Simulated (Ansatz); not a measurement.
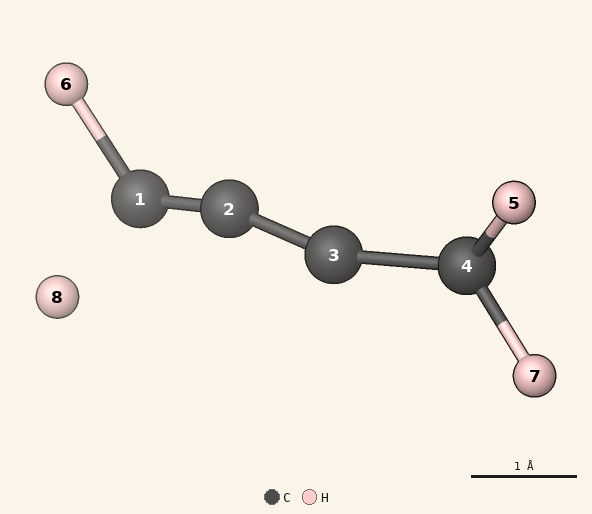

(Drawn from a calculation with Ansatz.)

Orthographic view. Atoms fade into the background with distance from the viewer. Geometry: a fixed input geometry, not necessarily a minimum.

Write the connection table.

C1: C2, H6
C2: C1, C3
C3: C2, C4
C4: C3, H5, H7
H5: C4
H6: C1
H7: C4
H8: none
